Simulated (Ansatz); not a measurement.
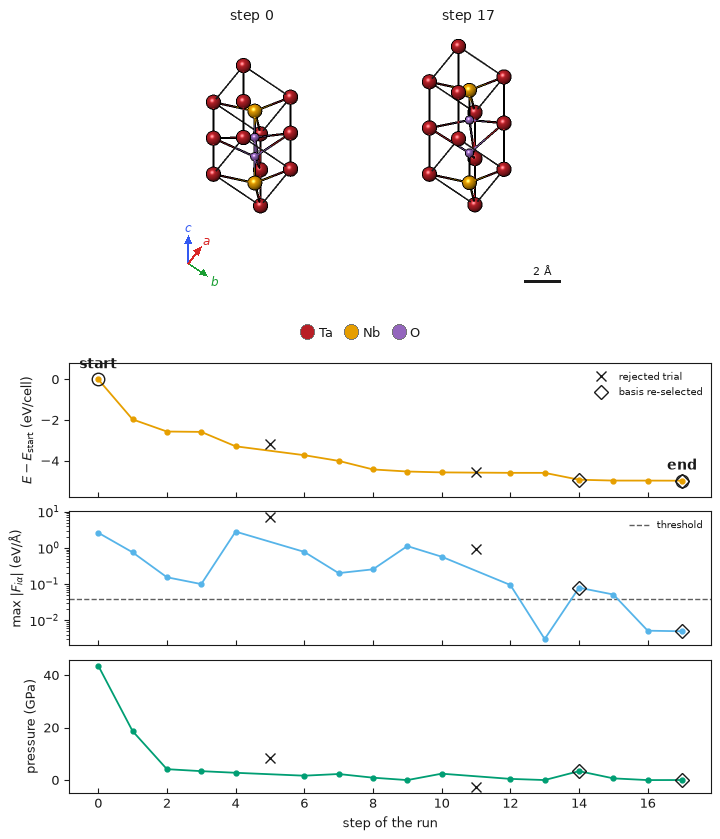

First and last geometry of a relaxation of crystalline Ta2NbO2 (a generated structure, set up in P-6m2) (coarse preliminary run), with the history of the run. A ball-and-stick model of the cell of the calculation, seen from a free direction.

Method: DFT PBE, scalar-relativistic, plane waves, PAW in Ansatz.

Input file:
```yaml
crystal:
  lattice:
    - [4.40214935, 0.0, 0.0]
    - [-2.20107467, 3.81237317, 0.0]
    - [0.0, 0.0, 4.74147652]
  atoms:
    - { symbol: Ta, position: [0.0, 0.0, 0.5] }
    - { symbol: Ta, position: [0.0, 0.0, 0.0] }
    - { symbol: Nb, position: [0.33333333, 0.66666667, 0.0] }
    - { symbol: O, position: [0.33333333, 0.66666667, 0.36579374] }
    - { symbol: O, position: [0.33333333, 0.66666667, 0.63420626] }
basis:
  ecutwfc: 420
kpoints:
  mp_grid: { grid: [6, 6, 4] }
hamiltonian:
  xc: pbe
scf:
  occupations: { method: gaussian, width: 0.1 }
  lower_state_search: "off"
output:
  forces: true
  stress: true
  eigenvalues: true
relax:
  adjacent_minimum: "off"
  f_tol: 0.04
  max_steps: 70
  cell: { stress_tol: 0.4 }
```

Run as
```bash
ansatz run input.yaml --threads 1 --pin off --max-ram 2560MiB --backend cpu --events-out ev --progress --plain --runs-dir out
```

> Read the history and describe the run.

It converged. Over 13 accepted moves (17 points after the start) the energy falls by 4.976 eV per cell of the calculation. The largest force component goes from 2.6 to 0.005 eV/Å. The pressure goes from 43.63 to 0.02 GPa. The line search rejected the trial steps at points 5, 11 of the run. The SCF was repeated twice at an unchanged geometry on a basis and grid sized afresh for the cell, which shifted the energy by 0.337 eV per cell of the calculation at most. The largest moves relative to the cell, 0.27 Å, are those of O4 and O5. O4 goes along −c. Ta and Nb stay in place. The drawn cell changes as follows: a = b 4.402 → 4.254 Å (−3.4 %), c 4.741 → 6.089 Å (+28.4 %); the volume changes by +19.9 %. Near-neighbour distances that change, for instance: O4–O5 1.273 → 2.179 Å, Ta1–Ta2 2.371 → 3.044 Å, Nb3–O4 1.734 → 1.955 Å, Ta2–Nb3 2.542 → 2.456 Å. Bonds break: O4–O5 (1.27 → 2.18 Å). Among the angles between lasting bonds that change: Ta1–O4–Nb3 104.1° → 113.9°, Ta1–O4–Ta1 114.3° → 104.7°. The space group stays P-6m2 (No. 187). The run took 94 s on 1 thread of Intel(R) Xeon(R) Platinum 8223CL CPU @ 3.00GHz (Skylake/Cascade Lake), with other jobs on the host, peak memory 0.42 GiB.

```csv
step,"E − E(0), meV/atom","largest force component, eV/Å","pressure, GPa","volume, Å³/atom",note
0,0.00,2.6151,43.63,15.915,
1,-393.24,0.7534,18.68,17.631,
2,-512.52,0.1545,4.16,19.236,
3,-516.08,0.1001,3.41,19.451,
4,-657.55,2.8116,2.78,20.214,
5,-631.67,6.9340,8.36,20.745,rejected
6,-744.85,0.7746,1.67,20.430,
7,-800.61,0.2010,2.31,19.949,
8,-884.73,0.2556,0.92,19.530,
9,-905.12,1.1197,0.00,18.667,
10,-913.69,0.5706,2.44,18.261,
11,-912.10,0.9031,-2.73,19.070,rejected
12,-918.16,0.0945,0.46,18.629,
13,-918.30,0.0030,0.01,18.747,
14,-985.61,0.0795,3.41,18.747,"same geometry, new basis"
15,-994.06,0.0516,0.65,19.027,
16,-994.33,0.0052,0.00,19.086,
17,-995.14,0.0050,0.02,19.086,"same geometry, new basis"
```
